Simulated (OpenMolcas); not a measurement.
# H2 (hydrogen): HF/ANO-L-VTZP

Aim: the vertical electron affinity of H2 (hydrogen) at HF/ANO-L-VTZP, from 2 runs. 

The calculation is run with OpenMolcas 26.06.

**1. Starting point**

H2: 2 atoms, total charge 0, spin state singlet. SMILES: `[H][H]`. Geometry: relaxed at PBE0-D4/def2-TZVP.

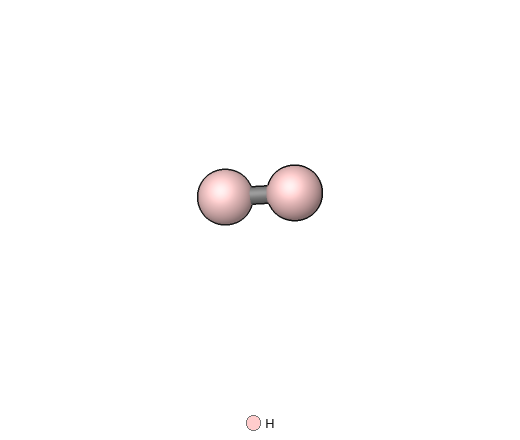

Viewed from a chosen angle; hydrogen pink.

**2. The energy at HF/ANO-L-VTZP**

The input, job.input:

```
&GATEWAY
 COORD
 2
 bohr
 H      0.60338955    -0.18746083     0.31274967
 H     -0.60338955     0.18746083    -0.31274967
 BASIS=ANO-L-VTZP
 GROUP=NoSym

&SEWARD

&SCF
 PRORBITALS=1 1
```

Command:

```console
$ export MOLCAS_MEM=1860
$ pymolcas job.input > job.log
```

Output:

```text
--- Start Module: gateway ---
[...]
--- Stop Module: gateway /rc=_RC_ALL_IS_WELL_ ---
--- Start Module: seward ---
[...]
      Basis functions           28
--- Stop Module: seward /rc=_RC_ALL_IS_WELL_ ---
--- Start Module: scf ---
[...]
       Convergence after   7 Iterations
[...]
::    Total SCF energy                                 -1.1334116412
[...]
      Total spin, S                                     0.0000000000
[...]
      Total electronic charge=    2.000000
      Total            charge=   -0.000000
[...]
      Dipole Moment (debye):
      Origin of the operator (angstrom)=    0.0000    0.0000   -0.0000
                   X= -3.3643E-14               Y=  1.0865E-14               Z= -1.7344E-14           Total=  3.9379E-14
      Quadrupole Moment (debye*angstrom):
[...]
--- Stop Module: scf /rc=_RC_ALL_IS_WELL_ ---
[...]
```

Run time: 1.4 s. Hardware: 1 thread of Arm Neoverse V2, shared host; peak memory 0.37 GiB.

**3. The doublet anion**

The input, job.inp:

```
* H2 Hartree-Fock
>>> EXPORT MOLCAS_PRINT=2

&GATEWAY
 Coord
 2
 bohr
 H      0.60338955    -0.18746083     0.31274967
 H     -0.60338955     0.18746083    -0.31274967
 Basis=ANO-L-VTZP
 Group=NoSym

&SEWARD

&SCF
 UHF
 Charge=-1
 Spin=2
 PrOrbitals=1 1
```

Command:

```console
$ export MOLCAS_MEM=1860
$ pymolcas job.inp > job.log
```

Output:

```text
--- Start Module: gateway ---
[...]
--- Stop Module: gateway /rc=_RC_ALL_IS_WELL_ ---
--- Start Module: seward ---
[...]
      Basis functions           28
--- Stop Module: seward /rc=_RC_ALL_IS_WELL_ ---
--- Start Module: scf ---
[...]
       Convergence after  12 Iterations
[...]
::    Total SCF energy                                 -1.0674963144
[...]
      Total spin, S                                     0.5003480748
[...]
      Total electronic charge=    3.000000
      Total            charge=   -1.000000
[...]
      Dipole Moment (debye):
      Origin of the operator (angstrom)=    0.0000    0.0000   -0.0000
                   X=  4.8192E-13               Y=  3.1658E-13               Z=  3.1107E-15           Total=  5.7661E-13
      Center of Charge (angstrom)
[...]
--- Stop Module: scf /rc=_RC_ALL_IS_WELL_ ---
[...]
```

Run time: 1.6 s. Hardware: 1 thread of Arm Neoverse V2, shared host; peak memory 0.37 GiB.

**4. Results**

At HF/ANO-L-VTZP:

| quantity | value |
| --- | --- |
| singlet H2: total energy | -1.13341 Eh |
| singlet H2: dipole moment | 0.00 D |
| singlet H2: HOMO energy | -16.13 eV |
| singlet H2: LUMO energy | 1.80 eV |
| singlet H2: HOMO–LUMO gap | 17.93 eV |
| doublet anion: total energy | -1.06750 Eh |
| doublet anion: HOMO energy (highest over α and β) | 1.78 eV |
| doublet anion: LUMO energy (lowest over α and β) | 5.46 eV |
| doublet anion: ⟨S²⟩ | 0.751 |
| vertical electron affinity (to the doublet anion) | -1.794 eV |

**Reading.** The anion lies 1.79 eV (173 kJ/mol) above the neutral: the electron isn't bound at this level, and such a value depends on the basis. Without diffuse functions anions come out too high. Hartree–Fock misses the correlation that binds many anions. The HOMO (doublet anion) lies at positive energy, 1.78 eV: the electron is unbound at this level or held by a compact basis; values depend on the basis.
